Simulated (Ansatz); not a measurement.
**H₂O (singlet): one geometry, many settings at distance O1–H2 = 2.065 Å**

What do other methods and options give for H₂O (singlet) at this geometry, and how long do they take?

Program: Ansatz 0.2.0, Gaussian basis. Level of theory: the settings change from run to run. These are calculated values, not measurements.

28 further runs of the same task are left out: 1 for a mislabelled method, 21 that didn't finish, 6 set aside as unsound or not needed.

## (1) The system

The geometry derives from a PBE0/def2-TZVP stationary point (not a proven minimum). One bond is set to the value named and the two fragments are kept rigid.

3 atoms, charge 0, spin multiplicity 1.

Atoms are counted from 1 here; the program's logs count them from 0.

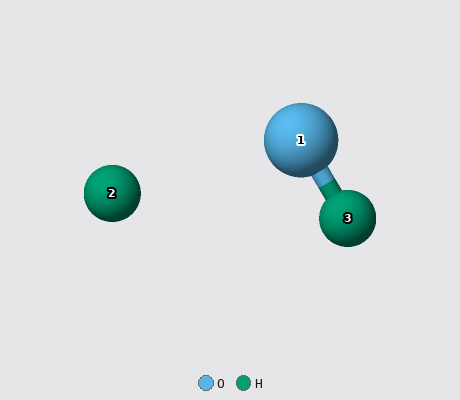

The geometry (oxygen blue, hydrogen teal); atoms are numbered from 1 in the order of the file.

## (2) CCSD on RHF/cc-pVDZ

File in.yaml:

```yaml
crystal:
  periodic: [false, false, false]
  atoms:
    - {symbol: O, position_ang: [0.000000, -0.102945, 0.049089]}
    - {symbol: H, position_ang: [0.000000, 1.153294, -1.589840]}
    - {symbol: H, position_ang: [0.000000, 0.480783, 0.810639]}
basis:
  gaussian: {orbitals: cc-pVDZ}
magnetization: {spin_polarized: false}
correlation: {method: ccsd, electrons: valence}
```

Started as:

```console
$ ansatz run in.yaml --threads 1 --pin off --events-out ev --progress --plain --max-ram 2393MiB
```

The log of the run, shortened:

```text
Functional definition: HF
  name "HF"
  cite "Fock, Z. Phys. 61, 126 (1930) doi:10.1007/BF01340294"
  parent pbe
[...]
218 factors; integrals over basis functions are off by at most 1.2e-3 eV
[...]
mean field -2062.20944096 eV, -75.7847991395 hartree, gradient 1.9e-6 eV, S^2 0.000000; 0 other end points of the search recorded, 0 dependent functions left out; unrestricted orbitals would lower it
[...]
unrestricted determinant -2065.21440945 eV, -75.8952296945 hartree, S^2 0.9328
1 core orbitals not correlated: weight in the atoms' cores, before any rotation towards them, 1.000 or more for the frozen orbitals, at most 0.000 for the correlated occupied ones
reference -2062.20944096 eV, -75.7847991395 hartree; 4, 4 occupied and 19, 19 virtual orbitals, 218 factors
second order -6.78620303 eV of doubles, -0.00000000 eV of singles
cycle   1  -6.58345257 eV  change   -7.3e-1 eV  update   1.0e-1
[...]
cycle  14  -7.60753722 eV  change   -1.3e-7 eV  update   3.7e-7
WARN: the results are in doubt because among natural orbitals full CI differs from the method by -0.135 eV
Total energy: -2069.81697818 eV, -76.0643709758 hartree
In doubt: among natural orbitals full CI differs from the method by -0.135 eV
```

Wall time 0.33 s (1 thread of Intel Xeon Platinum 8488C, shared host).

From the report: correlation -7.6075 eV; T1 0.029; largest double amplitude 0.45. The program marks this result as in doubt; its last lines say why.

## (3) CCSD on RHF/cc-pVDZ

in.yaml, as its differences from that of step 2:

```diff
@@ -9,2 +9,3 @@
 magnetization: {spin_polarized: false}
-correlation: {method: ccsd, electrons: valence}
+correlation: {method: ccsd, electrons: outside_noble_gas}
+scf: {omitted_lower_state_checks: [cluster_reference]}
```

The command is unchanged.

The log of the run, shortened:

```text
Functional definition: HF
  name "HF"
  cite "Fock, Z. Phys. 61, 126 (1930) doi:10.1007/BF01340294"
  parent pbe
[...]
218 factors; integrals over basis functions are off by at most 1.2e-3 eV
[...]
mean field -2062.20944096 eV, -75.7847991395 hartree, gradient 1.9e-6 eV, S^2 0.000000; 0 other end points of the search recorded, 0 dependent functions left out; unrestricted orbitals would lower it
1 core orbitals not correlated: weight in the atoms' cores, before any rotation towards them, 1.000 or more for the frozen orbitals, at most 0.000 for the correlated occupied ones
reference -2062.20944096 eV, -75.7847991395 hartree; 4, 4 occupied and 19, 19 virtual orbitals, 218 factors
second order -6.78620303 eV of doubles, -0.00000000 eV of singles
cycle   1  -6.58345257 eV  change   -7.3e-1 eV  update   1.0e-1
[...]
cycle  14  -7.60753722 eV  change   -1.3e-7 eV  update   3.7e-7
WARN: the results are in doubt because among natural orbitals full CI differs from the method by -0.135 eV
Total energy: -2069.81697818 eV, -76.0643709758 hartree
In doubt: among natural orbitals full CI differs from the method by -0.135 eV
Checks for a lower state left out: cluster_reference
```

Wall time 0.42 s (1 thread of Intel Xeon Platinum 8488C, shared host).

From the report: correlation -7.6075 eV; T1 0.029; largest double amplitude 0.45. Mind the lines of doubt at the end of the log.

## (4) MRCISD+Q(relaxed)(2,3)/6-31G

File in.yaml:

```yaml
crystal:
  periodic: [false, false, false]
  atoms:
    - {symbol: O, position_ang: [0.000000, -0.102945, 0.049089]}
    - {symbol: H, position_ang: [0.000000, 1.153294, -1.589840]}
    - {symbol: H, position_ang: [0.000000, 0.480783, 0.810639]}
basis:
  gaussian: {orbitals: 6-31G}
correlation: {method: fic_mrcisd_q_relaxed, electrons: outside_noble_gas, active_space: {window: {electrons: 2, orbitals: 3}}}
accuracy: high
```

Same command.

The log of the run, shortened:

```text
Functional definition: HF
  name "HF"
  cite "Fock, Z. Phys. 61, 126 (1930) doi:10.1007/BF01340294"
  parent pbe
[...]
226 factors; integrals over basis functions are off by at most 1.0e-8 eV
[...]
mean field -2061.38030359 eV, -75.7543289033 hartree, gradient 9.0e-9 eV, S^2 0.000000; 0 other end points of the search recorded, 0 dependent functions left out; unrestricted orbitals would lower it
reference -2061.38030359 eV, -75.7543289033 hartree; 5, 5 occupied and 8, 8 virtual orbitals, 226 factors
state -2064.68388779 eV, -75.8757333831 hartree
contracted CI cycle   1: correlation 0.00000000 eV, 0.0000000000 hartree, residual 1.56e1 eV
contracted CI cycle   2: correlation -2.58319257 eV, -0.0949305760 hartree, residual 2.60e0 eV
contracted CI cycle   3: correlation -2.67670740 eV, -0.0983671826 hartree, residual 1.22e0 eV
[...]
contracted CI cycle  10: correlation -2.70024955 eV, -0.0992323406 hartree, residual 1.43e-3 eV
contracted CI cycle  11: correlation -2.70024959 eV, -0.0992323420 hartree, residual 6.98e-4 eV
contracted CI cycle  12: correlation -2.70024960 eV, -0.0992323424 hartree, residual 2.94e-4 eV
contracted CI cycle  13: correlation -2.70024960 eV, -0.0992323425 hartree, residual 1.31e-4 eV
contracted CI cycle  14: correlation -2.70024960 eV, -0.0992323425 hartree, residual 6.05e-5 eV
contracted CI cycle  15: correlation -2.70024960 eV, -0.0992323425 hartree, residual 2.44e-5 eV
contracted CI cycle  16: correlation -2.70024960 eV, -0.0992323425 hartree, residual 9.47e-6 eV
contracted CI cycle  17: correlation -2.70024960 eV, -0.0992323425 hartree, residual 4.90e-6 eV
contracted CI cycle  18: correlation -2.70024960 eV, -0.0992323425 hartree, residual 2.40e-6 eV
state -2064.68388779 eV, -75.8757333831 hartree; corrected -2067.47569009 eV, -75.9783302255 hartree
Total energy: -2067.47569009 eV, -75.9783302255 hartree
```

Wall time 0.33 s (1 thread of Intel Xeon Platinum 8488C, shared host).

From the report: 9 determinants; active occupations 1.50, 0.50, 0.00.

## (5) MRCISD+Q(relaxed)(4,5)/6-31G

File in.yaml:

```yaml
crystal:
  periodic: [false, false, false]
  atoms:
    - {symbol: O, position_ang: [0.000000, -0.102945, 0.049089]}
    - {symbol: H, position_ang: [0.000000, 1.153294, -1.589840]}
    - {symbol: H, position_ang: [0.000000, 0.480783, 0.810639]}
basis:
  gaussian: {orbitals: 6-31G}
correlation: {method: fic_mrcisd_q_relaxed, electrons: outside_noble_gas, active_space: {window: {electrons: 4, orbitals: 5}, states: [{multiplicity: 1, weights: [1, 1]}, {multiplicity: 3, weights: [1]}], root: 0}}
scf: {lower_state_search: off}
```

The command is unchanged.

The log of the run, shortened:

```text
Functional definition: HF
  name "HF"
  cite "Fock, Z. Phys. 61, 126 (1930) doi:10.1007/BF01340294"
  parent pbe
[...]
218 factors; integrals over basis functions are off by at most 4.9e-8 eV
[...]
mean field -2061.38030357 eV, -75.7543289024 hartree, gradient 2.7e-6 eV, S^2 0.000000; 0 other end points of the search recorded, 0 dependent functions left out
reference -2061.38030357 eV, -75.7543289024 hartree; 5, 5 occupied and 8, 8 virtual orbitals, 218 factors
state -2065.25642137 eV, -75.8967736043 hartree
state -2064.50204330 eV, -75.8690507217 hartree
contracted CI cycle   1: correlation 0.00000000 eV, 0.0000000000 hartree, residual 1.38e1 eV
contracted CI cycle   2: correlation -2.09293011 eV, -0.0769137628 hartree, residual 2.33e0 eV
contracted CI cycle   3: correlation -2.16645473 eV, -0.0796157430 hartree, residual 9.59e-1 eV
[...]
contracted CI cycle   2: correlation -2.07586081 eV, -0.0762864776 hartree, residual 2.30e0 eV
contracted CI cycle   3: correlation -2.14936700 eV, -0.0789877803 hartree, residual 8.82e-1 eV
contracted CI cycle   4: correlation -2.15973926 eV, -0.0793689538 hartree, residual 2.85e-1 eV
contracted CI cycle   5: correlation -2.16098629 eV, -0.0794147812 hartree, residual 1.02e-1 eV
contracted CI cycle   6: correlation -2.16113375 eV, -0.0794202003 hartree, residual 3.13e-2 eV
contracted CI cycle   7: correlation -2.16114818 eV, -0.0794207308 hartree, residual 9.10e-3 eV
contracted CI cycle   8: correlation -2.16114956 eV, -0.0794207814 hartree, residual 2.69e-3 eV
contracted CI cycle   9: correlation -2.16114969 eV, -0.0794207863 hartree, residual 8.32e-4 eV
state -2064.61000041 eV, -75.8730180722 hartree; corrected -2066.83399654 eV, -75.9547484223 hartree
Total energy: -2067.49850968 eV, -75.9791688298 hartree
Checks for a lower state left out: stability, starts, cluster_reference, orbital_swaps, neighbouring_geometries, increment
```

Wall time 1.2 s (1 thread of Intel Xeon Platinum 8488C, shared host).

From the report: 52 determinants; active occupations (of the averaged states) 1.75, 1.33, 0.91, 0.01, 0.01.

## (6) CCSD(T)/x2c-TZVPPall

File in.yaml:

```yaml
crystal:
  periodic: [false, false, false]
  atoms:
    - {symbol: O, position_ang: [0.000000, -0.102945, 0.049089]}
    - {symbol: H, position_ang: [0.000000, 1.153294, -1.589840]}
    - {symbol: H, position_ang: [0.000000, 0.480783, 0.810639]}
basis:
  gaussian: {orbitals: x2c-TZVPPall, fitting: {mean_field: def2-universal-jkfit}}
magnetization: {spin_polarized: false}
hamiltonian: {xc: {name: B3LYP}}
correlation: {method: ccsd_t, electrons: outside_noble_gas, diis_vectors: 1}
```

Launched as before.

The log of the run, shortened:

```text
Functional definition: B3LYP
  name "B3LYP"
  cite "Stephens, Devlin, Chabalowski & Frisch, J. Phys. Chem. 98, 11623 (1994) doi:10.1021/j100096a001"
  cite "Becke, Phys. Rev. A 38, 3098 (1988) doi:10.1103/PhysRevA.38.3098"
  cite "Lee, Yang & Parr, Phys. Rev. B 37, 785 (1988) doi:10.1103/PhysRevB.37.785"
  cite "Vosko, Wilk & Nusair, Can. J. Phys. 58, 1200 (1980) doi:10.1139/p80-159"
[...]
113 factors; integrals over basis functions are off by at most 1.5e0 eV
[...]
mean field -2076.89260973 eV, -76.3243956391 hartree, gradient 6.7e-6 eV, S^2 0.000000; 1 other end points of the search recorded, 0 dependent functions left out; unrestricted orbitals would lower it
unrestricted determinant -2067.45728956 eV, -75.9776540186 hartree, S^2 0.9344
1 core orbitals not correlated: weight in the atoms' cores, before any rotation towards them, 1.000 or more for the frozen orbitals, at most 0.000 for the correlated occupied ones
reference -2064.17321926 eV, -75.8569666610 hartree; 4, 4 occupied and 54, 54 virtual orbitals, 113 factors
second order -8.97468775 eV of doubles, -0.28338293 eV of singles
cycle   1  -8.36181655 eV  change   -3.4e-1 eV  update   9.0e-2
[...]
cycle  21  -9.19639461 eV  change   -8.1e-7 eV  update   1.7e-6
perturbative correction -0.56518931 eV, -0.0207703239 hartree
WARN: these amplitudes may be one of several solutions (largest doubles amplitude 0.40, level shift 5.07 eV)
Total energy: -2073.93480318 eV, -76.2156982532 hartree
Relativity: scalar
```

Wall time 1.8 s (1 thread of Intel Xeon Platinum 8488C, shared host).

From the report: correlation -9.7616 eV; T1 0.013; largest double amplitude 0.40. The orbitals are Kohn-Sham ones, so correlation energy and T1 don't compare with those on Hartree-Fock orbitals. The report flags that the cluster equations may have other roots.

## (7) CISD/def2-TZVP

File in.yaml:

```yaml
crystal:
  periodic: [false, false, false]
  atoms:
    - {symbol: O, position_ang: [0.000000, -0.102945, 0.049089]}
    - {symbol: H, position_ang: [0.000000, 1.153294, -1.589840]}
    - {symbol: H, position_ang: [0.000000, 0.480783, 0.810639]}
basis:
  gaussian: {orbitals: def2-TZVP}
correlation: {active_space: {ras: {orbitals: [4, 0, 38], electrons: 8, max_holes: 2, max_particles: 2}, fixed_orbitals: true}}
accuracy: high
scf: {lower_state_search: off}
output: {forces: true}
```

Same command.

The log of the run, shortened:

```text
Functional definition: HF
  name "HF"
  cite "Fock, Z. Phys. 61, 126 (1930) doi:10.1007/BF01340294"
  parent pbe
[...]
637 factors; integrals over basis functions are off by at most 3.5e-9 eV
[...]
mean field -2063.04384111 eV, -75.8154627793 hartree, gradient 2.6e-8 eV, S^2 0.000000; 0 other end points of the search recorded, 0 dependent functions left out
reference -2063.04384111 eV, -75.8154627793 hartree; 5, 5 occupied and 38, 38 virtual orbitals, 637 factors
state -2071.04540682 eV, -76.1095148956 hartree
[...]
Total energy: -2071.04540682 eV, -76.1095148956 hartree
Atom 0 at     0.000000    -0.102945     0.049089 Å, force     0.000000     1.016416    -2.496221 eV/Å
Atom 1 at     0.000000     1.153294    -1.589840 Å, force     0.000000    -1.652552     2.581002 eV/Å
Atom 2 at     0.000000     0.480783     0.810639 Å, force    -0.000000     0.636137    -0.084781 eV/Å
Dipole moment:    -0.000000     0.369080     0.081798 e Å
Checks for a lower state left out: starts, cluster_reference, orbital_swaps, neighbouring_geometries, increment
```

Wall time 2 s (1 thread of Intel Xeon Platinum 8488C, shared host).

From the report: 16,467 determinants.

## (8) NEVPT4(SD)(2,4)/6-31G

File in.yaml:

```yaml
crystal:
  periodic: [false, false, false]
  atoms:
    - {symbol: O, position_ang: [0.000000, -0.102945, 0.049089]}
    - {symbol: H, position_ang: [0.000000, 1.153294, -1.589840]}
    - {symbol: H, position_ang: [0.000000, 0.480783, 0.810639]}
basis:
  gaussian: {orbitals: 6-31G, fitting: {mean_field: def2-universal-jkfit}}
hamiltonian: {pseudopotentials: {relativity: scalar}}
correlation: {method: fic_nevpt4_sd, electrons: outside_noble_gas, active_space: {window: {electrons: 2, orbitals: 4}}}
scf: {lower_state_search: off}
```

Launched as before.

The log of the run, shortened:

```text
Functional definition: HF
  name "HF"
  cite "Fock, Z. Phys. 61, 126 (1930) doi:10.1007/BF01340294"
  parent pbe
[...]
113 factors; integrals over basis functions are off by at most 1.7e-1 eV
[...]
mean field -2062.70901285 eV, -75.8031580678 hartree, gradient 4.0e-6 eV, S^2 0.000000; 0 other end points of the search recorded, 0 dependent functions left out
reference -2062.70901285 eV, -75.8031580678 hartree; 5, 5 occupied and 8, 8 virtual orbitals, 113 factors
state -2066.01621473 eV, -75.9246954953 hartree
state -2066.01621473 eV, -75.9246954953 hartree; corrected -2068.75660811 eV, -76.0254030946 hartree
WARN: 1 active orbitals are nearly empty or full. The corrections depend on them more than the energy does, and are more stable in an active space without them
Total energy: -2068.75660811 eV, -76.0254030946 hartree
Relativity: scalar
Checks for a lower state left out: stability, starts, cluster_reference, orbital_swaps, neighbouring_geometries, increment
```

Run time: 0.24 s. Hardware: 1 thread of Intel Xeon Platinum 8488C, shared host.

From the report: 16 determinants; active occupations 1.50, 0.50, 0.00, 0.00. The report marks this result as in doubt.

## (9) CCSDT(Q) on UHF/6-31G

File in.yaml:

```yaml
crystal:
  periodic: [false, false, false]
  atoms:
    - {symbol: O, position_ang: [0.000000, -0.102945, 0.049089]}
    - {symbol: H, position_ang: [0.000000, 1.153294, -1.589840]}
    - {symbol: H, position_ang: [0.000000, 0.480783, 0.810639]}
basis:
  gaussian: {orbitals: 6-31G}
magnetization: {spin_polarized: true, initial_magnetization: 0}
correlation: {method: ccsdt_q, electrons: outside_noble_gas}
scf: {lower_state_search: off}
output: {forces: true}
```

Same command.

The log of the run, shortened:

```text
Functional definition: HF
  name "HF"
  cite "Fock, Z. Phys. 61, 126 (1930) doi:10.1007/BF01340294"
  parent pbe
[...]
218 factors; integrals over basis functions are off by at most 4.9e-8 eV
[...]
mean field -2064.35502771 eV, -75.8636479984 hartree, gradient 9.2e-7 eV, S^2 0.930335; 2 other end points of the search recorded, 0 dependent functions left out
1 core orbitals not correlated: weight in the atoms' cores, before any rotation towards them, 1.000 or more for the frozen orbitals, at most 0.000 for the correlated occupied ones
reference -2064.35502771 eV, -75.8636479984 hartree; 4, 4 occupied and 8, 8 virtual orbitals, 218 factors
second order -2.46315092 eV of doubles, -0.00000000 eV of singles
cycle   1  -2.62711130 eV  change   -1.6e-1 eV  update   4.0e-2
[...]
cycle  27  -3.11483892 eV  change   -1.8e-7 eV  update   7.2e-8
perturbative correction -0.02711074 eV, -0.0009963014 hartree
WARN: these amplitudes may be one of several solutions (largest doubles amplitude 0.69, level shift 0.00 eV)
[...]
Total energy: -2067.49697738 eV, -75.9791125188 hartree
Atom 0 at     0.000000    -0.102945     0.049089 Å, force    -0.000000    -0.647599    -2.537513 eV/Å
Atom 1 at     0.000000     1.153294    -1.589840 Å, force    -0.000000    -0.785395     1.334235 eV/Å
Atom 2 at     0.000000     0.480783     0.810639 Å, force    -0.000000     1.432994     1.203278 eV/Å
Dipole moment:     0.000000     0.319216     0.251076 e Å
Checks for a lower state left out: starts, cluster_reference, orbital_swaps, neighbouring_geometries, increment
```

It took 5.5 s on 1 thread of Intel Xeon Platinum 8488C, shared host.

From the report: ⟨S²⟩ of the determinant 0.930 (pure singlet: 0.00); correlation -3.1419 eV; T1 0.094; largest double amplitude 0.69. The determinant is far from a pure spin state, so its energy mixes those of several spin states (harmless only where they are near-degenerate, as at dissociation). The report flags that the cluster equations may have other roots.

## (10) BCCD on RHF/6-31G

File in.yaml:

```yaml
crystal:
  periodic: [false, false, false]
  atoms:
    - {symbol: O, position_ang: [0.000000, -0.102945, 0.049089]}
    - {symbol: H, position_ang: [0.000000, 1.153294, -1.589840]}
    - {symbol: H, position_ang: [0.000000, 0.480783, 0.810639]}
basis:
  gaussian: {orbitals: 6-31G}
magnetization: {spin_polarized: false}
correlation: {method: bccd, electrons: valence}
output: {forces: true}
```

Launched as before.

The log of the run, shortened:

```text
Functional definition: HF
  name "HF"
  cite "Fock, Z. Phys. 61, 126 (1930) doi:10.1007/BF01340294"
  parent pbe
[...]
141 factors; integrals over basis functions are off by at most 3.2e-4 eV
[...]
mean field -2061.38033166 eV, -75.7543299347 hartree, gradient 2.7e-6 eV, S^2 0.000000; 0 other end points of the search recorded, 0 dependent functions left out; unrestricted orbitals would lower it
[...]
unrestricted determinant -2064.35501302 eV, -75.8636474584 hartree, S^2 0.9303
1 core orbitals not correlated: weight in the atoms' cores, before any rotation towards them, 1.000 or more for the frozen orbitals, at most 0.000 for the correlated occupied ones
reference -2061.38033166 eV, -75.7543299347 hartree; 4, 4 occupied and 8, 8 virtual orbitals, 141 factors
second order -5.03835751 eV of doubles, -0.00000000 eV of singles
cycle   1  -4.80754810 eV  change   -6.6e-1 eV  update   1.0e-1
[...]
cycle  15  -5.88486798 eV  change    1.5e-6 eV  update   4.4e-7
WARN: the results are in doubt because among natural orbitals full CI differs from the method by -0.147 eV
[...]
Total energy: -2067.26519964 eV, -75.9705948442 hartree
Atom 0 at     0.000000    -0.102945     0.049089 Å, force    -0.000000    -0.466861    -2.585563 eV/Å
Atom 1 at     0.000000     1.153294    -1.589840 Å, force     0.000000    -0.899516     1.495204 eV/Å
Atom 2 at     0.000000     0.480783     0.810639 Å, force     0.000000     1.366377     1.090359 eV/Å
Dipole moment:    -0.000000     0.333733     0.235060 e Å
In doubt: among natural orbitals full CI differs from the method by -0.147 eV
```

Run time: 0.33 s. Hardware: 1 thread of Intel Xeon Platinum 8488C, shared host.

From the report: correlation -5.8849 eV; largest double amplitude 0.49. Mind the lines of doubt at the end of the log.

## (11) All runs side by side

Where basis and cores are those of an earlier FCI/6-31G run (-2067.4904 eV), and the state is the same kind, the miss against it is given. † marks a result that the program doubts.

| level | correlated | functions | energy (eV) | from FCI (meV) | time |
| --- | --- | --- | --- | --- | --- |
| CCSD on RHF/cc-pVDZ † | valence | 24 | -2069.8170 |  | 0.33 s |
| CCSD on RHF/cc-pVDZ † | outside noble gas | 24 | -2069.8170 |  | 0.42 s |
| MRCISD+Q(relaxed)(2,3)/6-31G | outside noble gas | 13 | -2067.4757 | 14.7 | 0.33 s |
| MRCISD+Q(relaxed)(4,5)/6-31G (lowest root of an average) | outside noble gas | 13 | -2067.4985 |  | 1.2 s |
| CCSD(T)/x2c-TZVPPall (on B3LYP orbitals) † | outside noble gas | 59 | -2073.9348 |  | 1.8 s |
| CISD/def2-TZVP | outside noble gas | 43 | -2071.0454 |  | 2 s |
| NEVPT4(SD)(2,4)/6-31G (relativity set) † | outside noble gas | 13 | -2068.7566 |  | 0.24 s |
| CCSDT(Q) on UHF/6-31G † | outside noble gas | 13 | -2067.4970 | -6.5 | 5.5 s |
| BCCD on RHF/6-31G † | valence | 13 | -2067.2652 | 225.2 | 0.33 s |

## (12) Results

| quantity | value |
| --- | --- |
| runs | 9 |
| quickest | NEVPT4(SD)(2,4)/6-31G (relativity set) †, 0.24 s |
| slowest | CCSDT(Q) on UHF/6-31G †, 5.5 s |

Total energies in different bases, with other cores or another treatment of relativity can't be set against each other. CCSDT(Q) on UHF/6-31G † took 23 times as long as NEVPT4(SD)(2,4)/6-31G (relativity set) †; the jobs differ in more than the method. Among the correlated runs with a miss given, it spans -7 to +225 meV.
